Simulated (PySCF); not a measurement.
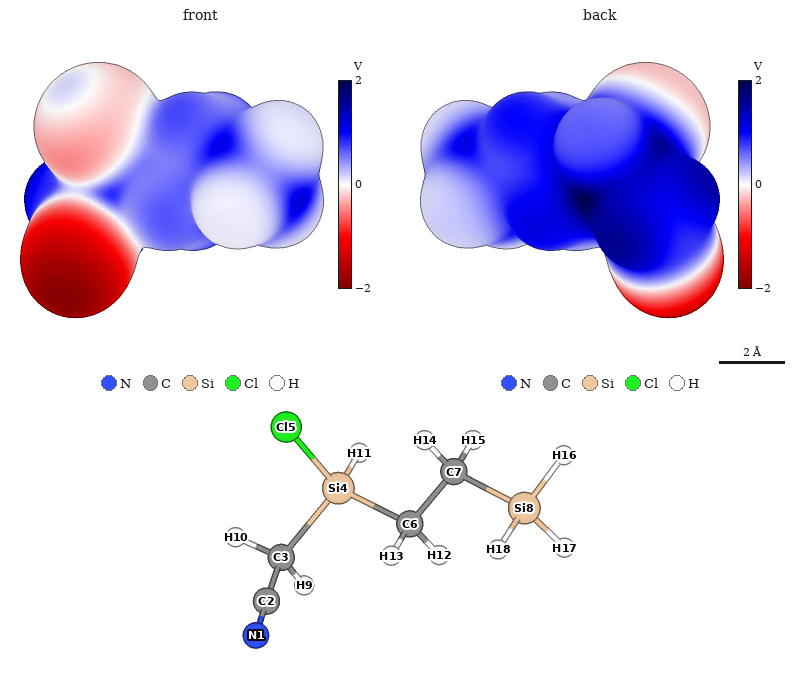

Figure 1: C4H10ClNSi2. The molecular electrostatic potential painted on the density surface at 0.002 e/bohr³, seen from the front and from behind; red is negative and blue positive. The bare structure is drawn below in the same view.

Geometry: GFN2-xTB.

Theory: PySCF, PBE0/pcSseg-1, SCF density, gas phase, non-relativistic.

The calculation's input:

```
{"job": {"kind": "nmr", "xc": "PBE0", "basis": "pcSseg-1"}, "charge": 0, "multiplicity": 1}
N     -3.008185    -2.137559    -0.699795
C     -2.954490    -1.002653    -0.564915
C     -2.847327     0.412472    -0.393738
Si    -1.133335     0.897773     0.338112
Cl    -1.098129     0.336418     2.276418
C      0.249374     0.025053    -0.631930
C      1.637098     0.245660    -0.023509
Si     3.005875    -0.660133    -0.988879
H     -2.992466     0.888244    -1.363769
H     -3.647213     0.744488     0.269195
H     -1.033547     2.357973     0.269630
H      0.255237     0.371327    -1.667313
H      0.042700    -1.047850    -0.672723
H      1.630744    -0.092852     1.013777
H      1.849802     1.315942     0.008619
H      4.294325    -0.412009    -0.342108
H      3.028951    -0.143045    -2.360139
H      2.711826    -2.092932    -1.008109
```

Launched as:

```sh
OMP_NUM_THREADS=1 python probes_run.py task.json out
```

**Where is the surface potential most negative and most positive?**

The most negative region (about −1.9 V) lies over N1, the most positive (about +1.7 V) over Si4. N1 is the likeliest acceptor of a hydrogen bond.
